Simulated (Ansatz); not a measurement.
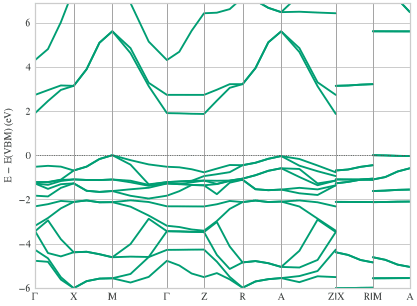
Fig. 1. Band structure from DFT-HSE06 in the program Ansatz with PAW potentials

Problem. Read off the gap and where the band edges lie.

Solution. About 1.9 eV (1.86 eV among the points solved); maximum at M, minimum at Z.

The material is NiO in space group P4/nmm (No. 129; Ni on 2c, O on 2a).

The cell is a constructed one: a structure type filled with these elements; neither database checked (COD, Materials Project) lists it. It is not the phase usual at ambient conditions (space group No. 225). The cell was relaxed with HSE06 under the symmetry of its start; whether a distortion lowers the energy is not shown. The workflow began spin-polarised and lost its moments. The hybrid was solved on a coarse mesh, the path and, where they were found, the r²SCAN edge points; its band edges are the extreme levels among these.

Potentials: the later of the program's two PAW sets.
